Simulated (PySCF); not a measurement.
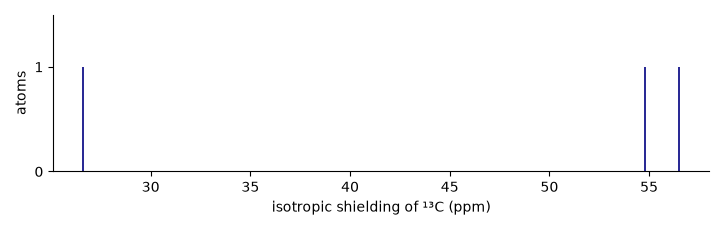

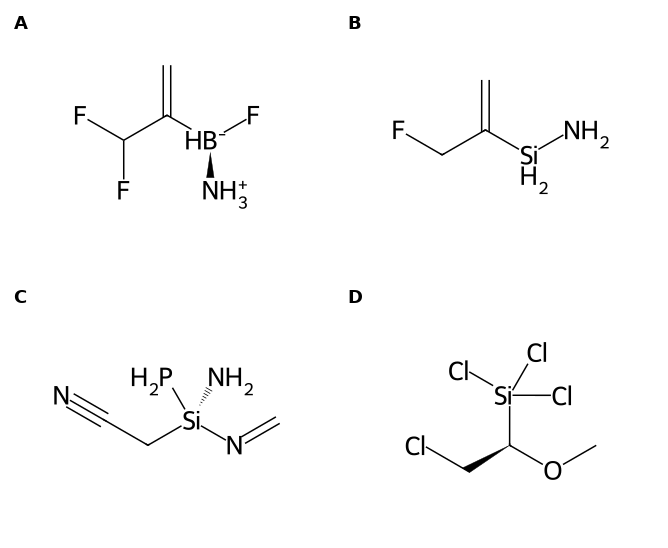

The sticks are computed shieldings of one of the molecules, for one fixed geometry (GFN2-xTB) without averaging over rotations. Low shielding means a high chemical shift. Method: GIAO PBE0/pcSseg-1 NMR shielding, non-relativistic, gas phase (PySCF 2.14.0).

> Match the spectrum to a structure.

A, `C=C([B@H-]([NH3+])F)C(F)F`. Its 3 C atoms give lines at 26.6, 54.8, 56.5 ppm.

The geometry is semi-empirical. Around B, P, Si such bond lengths and angles can be off by a tenth of an ångström or more and by several degrees, and values that hang on the shape move with them.
